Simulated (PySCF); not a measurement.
SMILES F[SiH2]C[CH2][GeH3] (C₂H₉FGeSi) at its B3LYP/def2-SVP optimised geometry (Å):

```
14

Si     0.6753    -0.6428     3.6526
F      1.2146    -2.1863     3.6994
C     -1.0652    -0.6468     2.9446
C     -1.2622    -1.3330     1.5778
Ge    -0.5241    -0.3860     0.0000
H      1.6389     0.1366     2.8286
H      0.6580    -0.1217     5.0474
H     -1.6988    -1.1407     3.7053
H     -1.4130     0.4035     2.9169
H     -0.8296    -2.3473     1.5888
H     -2.3381    -1.4612     1.3714
H      1.0194    -0.3860     0.0000
H     -1.0194    -1.0806    -1.2866
H     -1.0140     1.0806     0.0000
```

Method: B3LYP/def2-TZVP in PySCF 2.14.0. Cells within 0.4 Å of a nucleus heavier than hydrogen are left out (blank, or x).

Map of the electrostatic potential (hartree/e), clipped to [-0.08, 0.12] on the plane z = 1.5 Å:

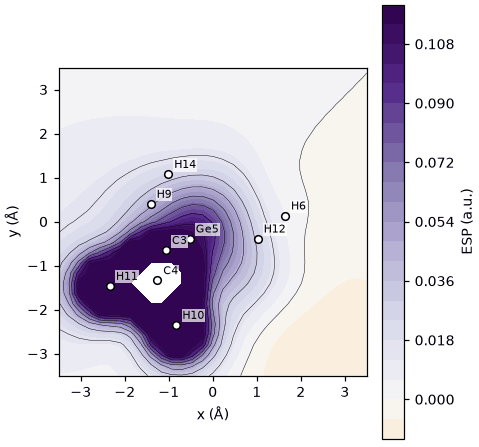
Electrostatic potential (hartree/e), clipped to [-0.08, 0.12] on the plane z = 1.5 Å.
